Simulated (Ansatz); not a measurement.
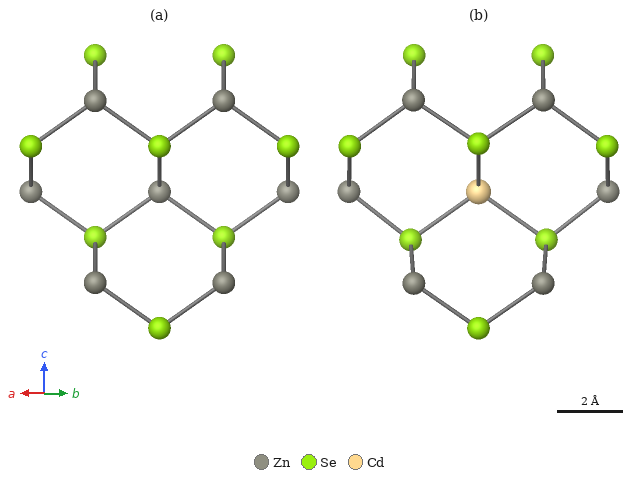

Left: perfect ZnSe. Right: the same region with one point defect, after relaxing the atoms in a supercell of 54 sites. A ball-and-stick model of the atoms within 5.4 Å of one point, in a slice 5.0 Å thick across the line of sight, seen along [110].

Method: DFT, PBE, plane-wave PAW, default files, scalar-relativistic, frozen cores in Ansatz. Settings: plane-wave cutoff 420 eV; k-point mesh 3 × 3 × 3; occupations fermi dirac; smearing width 0.01 eV; no spin polarisation. The axes drawn are those of the host's conventional cell.

Which defect is it?

Answer. A zinc atom is replaced by cadmium.

The charge state of the cell is 0.

What does the relaxation do around it?

Answer. In the host the Zn atom has 4 Se at 2.45 Å; the Cd atom ends with 4 Se at 2.59 Å. Of the host's atoms, a selenium atom moves furthest from its site, by 0.14 Å. Relaxing the atoms from the host's sites lowers the energy by 0.43 eV.
